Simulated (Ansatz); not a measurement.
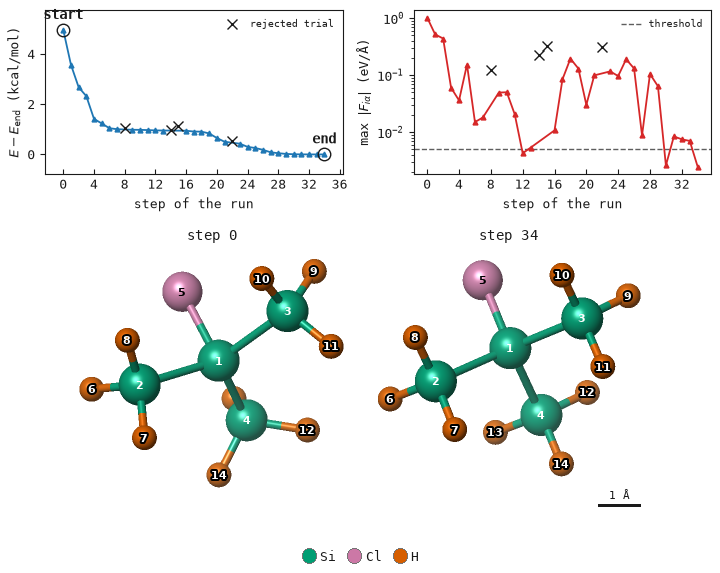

First and last geometry of a relaxation of Si₄H₉Cl, with the history of the run. Style: ball-and-stick. Shown from a free direction.

It is one of the separated reactants of a reaction.

Theory: RKS PBE0-D4/def2-TZVP in Ansatz.

Input file:
```yaml
crystal:
  periodic: [false, false, false]
  atoms:
    - {symbol: Si, position_ang: [-1.064179, -0.093811, -0.317336]}
    - {symbol: Si, position_ang: [-0.891148, 1.322435, 1.529724]}
    - {symbol: Si, position_ang: [0.270259, 0.375981, -2.174394]}
    - {symbol: Si, position_ang: [-1.582108, -2.330797, 0.083159]}
    - {symbol: Cl, position_ang: [-2.896807, 0.737911, -1.087357]}
    - {symbol: H, position_ang: [-2.179981, 1.333721, 2.270257]}
    - {symbol: H, position_ang: [0.191389, 0.954581, 2.488393]}
    - {symbol: H, position_ang: [-0.613502, 2.710620, 1.059717]}
    - {symbol: H, position_ang: [-0.451993, 0.034706, -3.426965]}
    - {symbol: H, position_ang: [0.568881, 1.840485, -2.204659]}
    - {symbol: H, position_ang: [1.582153, -0.332017, -2.174979]}
    - {symbol: H, position_ang: [-0.672943, -3.206509, -0.710346]}
    - {symbol: H, position_ang: [-2.987785, -2.663400, -0.264541]}
    - {symbol: H, position_ang: [-1.357790, -2.647366, 1.522807]}
basis:
  gaussian: {orbitals: def2-TZVP}
hamiltonian: {xc: pbe0, dispersion: d4}
relax: {f_tol: 0.005, max_steps: 200}
```

Launched with:
```bash
ansatz run in.yaml --threads 4 --pin off --events-out ev --progress --plain --max-ram 66560MiB --backend cuda --devices 0, --max-vram 37GiB
```

Q: Did the run converge, and what did it change?

A: It converged. H12 moves most after the best rigid fit: 1.33 Å. Largest moves by element: H 1.33 Å, Cl 0.36 Å, Si 0.36 Å. Among the contacts that change: Si1–Cl5 2.155 → 2.085 Å, Si1–Si2 2.334 → 2.339 Å. Bond angles that change, for instance: Si2–Si1–Cl5 96.4° → 107.9°, Si3–Si1–Cl5 97.1° → 107.9°, Si2–Si1–Si3 117.7° → 111.0°. Groups turn about Si1–Si4 by about 60°. Over 30 accepted moves (34 points after the start) the energy falls by 4.96 kcal/mol. Largest force component: 1 eV/Å at the start, 0.0025 eV/Å at the end. The line search rejected the trial steps at points 8, 14, 15, 22 of the run. The forces were under the threshold at step 12, but the run went on from there. The run took about 90 s of wall time on a shared GPU.

```json
{"step": "0", "E − E(0), kcal/mol": "0.00", "largest force component, eV/Å": "1.0251", "note": ""}
{"step": "1", "E − E(0), kcal/mol": "-1.39", "largest force component, eV/Å": "0.5201", "note": ""}
{"step": "2", "E − E(0), kcal/mol": "-2.28", "largest force component, eV/Å": "0.4412", "note": ""}
{"step": "3", "E − E(0), kcal/mol": "-2.63", "largest force component, eV/Å": "0.0604", "note": ""}
{"step": "4", "E − E(0), kcal/mol": "-3.54", "largest force component, eV/Å": "0.0363", "note": ""}
{"step": "5", "E − E(0), kcal/mol": "-3.72", "largest force component, eV/Å": "0.1540", "note": ""}
{"step": "6", "E − E(0), kcal/mol": "-3.91", "largest force component, eV/Å": "0.0151", "note": ""}
{"step": "7", "E − E(0), kcal/mol": "-3.95", "largest force component, eV/Å": "0.0182", "note": ""}
{"step": "8", "E − E(0), kcal/mol": "-3.90", "largest force component, eV/Å": "0.1260", "note": "rejected"}
{"step": "9", "E − E(0), kcal/mol": "-3.97", "largest force component, eV/Å": "0.0497", "note": ""}
{"step": "10", "E − E(0), kcal/mol": "-3.98", "largest force component, eV/Å": "0.0504", "note": ""}
{"step": "11", "E − E(0), kcal/mol": "-3.99", "largest force component, eV/Å": "0.0207", "note": ""}
{"step": "13", "E − E(0), kcal/mol": "-4.00", "largest force component, eV/Å": "0.0054", "note": ""}
{"step": "14", "E − E(0), kcal/mol": "-3.97", "largest force component, eV/Å": "0.2283", "note": "rejected"}
{"step": "15", "E − E(0), kcal/mol": "-3.82", "largest force component, eV/Å": "0.3304", "note": "rejected"}
{"step": "16", "E − E(0), kcal/mol": "-4.01", "largest force component, eV/Å": "0.0108", "note": ""}
{"step": "18", "E − E(0), kcal/mol": "-4.05", "largest force component, eV/Å": "0.1959", "note": ""}
{"step": "19", "E − E(0), kcal/mol": "-4.12", "largest force component, eV/Å": "0.1312", "note": ""}
{"step": "20", "E − E(0), kcal/mol": "-4.30", "largest force component, eV/Å": "0.0303", "note": ""}
{"step": "21", "E − E(0), kcal/mol": "-4.45", "largest force component, eV/Å": "0.0996", "note": ""}
{"step": "23", "E − E(0), kcal/mol": "-4.53", "largest force component, eV/Å": "0.1170", "note": ""}
{"step": "24", "E − E(0), kcal/mol": "-4.65", "largest force component, eV/Å": "0.0969", "note": ""}
{"step": "25", "E − E(0), kcal/mol": "-4.70", "largest force component, eV/Å": "0.1910", "note": ""}
{"step": "26", "E − E(0), kcal/mol": "-4.77", "largest force component, eV/Å": "0.1316", "note": ""}
{"step": "28", "E − E(0), kcal/mol": "-4.91", "largest force component, eV/Å": "0.1052", "note": ""}
{"step": "29", "E − E(0), kcal/mol": "-4.94", "largest force component, eV/Å": "0.0643", "note": ""}
{"step": "30", "E − E(0), kcal/mol": "-4.95", "largest force component, eV/Å": "0.0026", "note": ""}
{"step": "31", "E − E(0), kcal/mol": "-4.95", "largest force component, eV/Å": "0.0085", "note": ""}
{"step": "33", "E − E(0), kcal/mol": "-4.96", "largest force component, eV/Å": "0.0071", "note": ""}
{"step": "34", "E − E(0), kcal/mol": "-4.96", "largest force component, eV/Å": "0.0025", "note": ""}
```
